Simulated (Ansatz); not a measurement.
# CH₅ClNSTa: vertical ionisation energy

Aim: the vertical ionisation energy of CH₅ClNSTa, as cation minus neutral at the neutral's geometry, on several levels, and how well −ε(HOMO) stands in for it.

Program: Ansatz 0.2.0, Gaussian basis. Level of theory: unrestricted cation, the program's frozen cores in correlated methods. These are calculated values, not measurements.

Plan: UKS PBE-D4/def2-TZVPP; UKS r2SCAN-D4/def2-TZVPP; UKS PBE0-D4/def2-TZVPP; UKS B3LYP-D4/def2-TZVPP; UKS wB97X-V/def2-TZVPP; UKS wB97M-V/def2-TZVPP; UKS B2PLYP/def2-TZVPP; UHF-CCSD(T)/def2-TZVPP; UHF-MP2/def2-QZVPP; extrapolation to the limit; then −ε(HOMO) from the neutral's earlier runs with LDA (SPW92), PBE-D4, revPBE-D4, BLYP-D4, r2SCAN-D4, B97M-V, PBE0-D4, B3LYP-D4, r2SCANh-D4, r2SCAN0-D4, HSE06-D4, BHLYP-D4, CAM-B3LYP-D4, LC-ωPBE, ωB97X-V, ωB97M-V.

**1. The relaxed structure**

All runs share one geometry, relaxed beforehand with PBE0-D4 in a triple-zeta def2 set. Ta takes the def2 core potential; no spin-orbit term is included.

SMILES `[CH3][Ta]([NH2])(=[S])[Cl]`, 10 atoms, charge 0, spin multiplicity 1.

Atoms are counted from 1 here; the program's logs count them from 0.

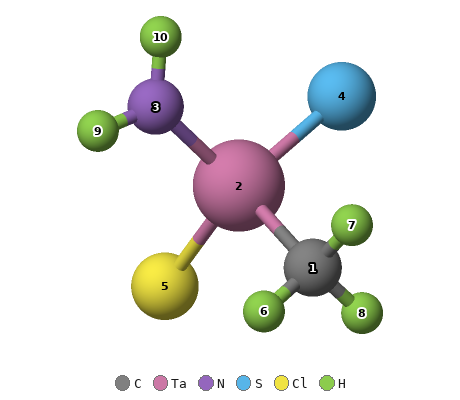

The geometry (carbon grey, tantalum pink, nitrogen purple, sulfur blue, chlorine yellow, hydrogen green); atoms are numbered from 1 in the order of the file.

Coordinates:

| atom | x (Å) | y (Å) | z (Å) |
| --- | --- | --- | --- |
| C1 | -1.4293 | -0.6103 | -0.0167 |
| Ta2 | 0.3492 | 0.4475 | -0.5721 |
| N3 | 1.5945 | 0.1782 | 0.9047 |
| S4 | 1.1399 | -0.6062 | -2.2756 |
| Cl5 | -0.2333 | 2.6446 | -0.9511 |
| H6 | -1.8529 | -0.1798 | 0.8990 |
| H7 | -1.2488 | -1.6749 | 0.1497 |
| H8 | -2.1701 | -0.5151 | -0.8189 |
| H9 | 1.4925 | 0.6352 | 1.8026 |
| H10 | 2.4416 | -0.3703 | 0.8812 |

**2. Cation, UKS PBE-D4/def2-TZVPP**

Contents of in.yaml:

```yaml
crystal:
  periodic: [false, false, false]
  atoms:
    - {symbol: C, position_ang: [-1.429252, -0.610323, -0.016686]}
    - {symbol: Ta, position_ang: [0.349193, 0.447493, -0.572054]}
    - {symbol: N, position_ang: [1.594549, 0.178229, 0.904726]}
    - {symbol: S, position_ang: [1.139876, -0.606193, -2.275629]}
    - {symbol: Cl, position_ang: [-0.233319, 2.644556, -0.951054]}
    - {symbol: H, position_ang: [-1.852851, -0.179776, 0.898981]}
    - {symbol: H, position_ang: [-1.248809, -1.674906, 0.149741]}
    - {symbol: H, position_ang: [-2.170147, -0.515089, -0.818857]}
    - {symbol: H, position_ang: [1.492459, 0.635153, 1.802598]}
    - {symbol: H, position_ang: [2.441602, -0.370344, 0.881235]}
basis:
  gaussian: {orbitals: def2-TZVPP}
total_charge: 1
magnetization: {spin_polarized: true, initial_magnetization: 1}
hamiltonian: {xc: pbe, dispersion: d4}
```

Launch:

```console
$ ansatz run in.yaml --threads 2 --pin off --events-out ev --progress --plain --max-ram 32768MiB --backend cuda --devices 0, --max-vram 18GiB
```

After this run come: Cation, UKS r2SCAN-D4/def2-TZVPP; Cation, UKS PBE0-D4/def2-TZVPP; Cation, UKS B3LYP-D4/def2-TZVPP; Cation, UKS wB97X-V/def2-TZVPP; Cation, UKS wB97M-V/def2-TZVPP; Cation, UKS B2PLYP (frozen core)/def2-TZVPP; Cation, UHF-CCSD(T)/def2-TZVPP; Cation, UHF-MP2/def2-QZVPP.

Q: Predict the results of all the runs planned. Wanted: ionisation energy, CCSD(T)/CBS; nearest functional by difference; nearest −ε(HOMO); −ε(HOMO) of PBE; T1 of the cation.

**Answer**, as computed:

```
                        quantity               value
  ionisation energy, CCSD(T)/CBS             9.76 eV
nearest functional by difference   B2PLYP (-0.22 eV)
                nearest −ε(HOMO)  ωB97X-V (+0.06 eV)
                 −ε(HOMO) of PBE             6.42 eV
                T1 of the cation               0.023
```

In words: By cation minus neutral, the functionals miss by 0.52 eV at most. −ε(HOMO) of PBE misses by 3.3 eV, since self-interaction lifts the level. Among orbital estimates ωB97X-V comes nearest. Hartree-Fock falls 1.41 eV short, as the neutral has more correlation energy than the cation. The cation may have settled in a state other than its lowest; no search over hole states beyond the program's own was made. Correlated methods include outer-core shells of Ta, which these sets cover unevenly.
